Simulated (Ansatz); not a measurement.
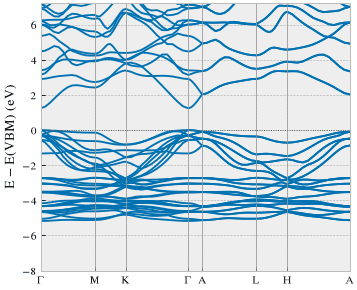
Figure. Band structure from the program Ansatz at the LDA level (PAW)

Read off the gap and where the band edges lie.

About 1.2 eV (1.25 eV by a search for the band edges); maximum at Γ, minimum at Γ.

Which compound is it?
(A) CaO, P6_3/mmc (Ca on 2d, O on 2c)
(B) PbI2, P6_3mc (Pearson symbol hP12)
(C) BP, wurtzite
(D) AgI, P6_3mc (Ag on 2a, Ag on 2b, I on 2a, I on 2b)

D, AgI, P6_3mc (Ag on 2a, Ag on 2b, I on 2a, I on 2b)

The first step of the workflow began from a Materials Project structure, measured or hypothetical. Its sites differ from those of the usual phase in this space group: another stacking or structure type. The cell was relaxed with LDA under the symmetry of its start; its stability against distortions is not shown here. The run is not spin-polarised. A crystal of weakly bound layers computed without a dispersion correction: the cell and the soft elastic constants depend strongly on that. Scalar-relativistic: spin–orbit coupling is off unless named, which matters more the heavier the elements.

Potentials: the later of the program's two PAW sets.
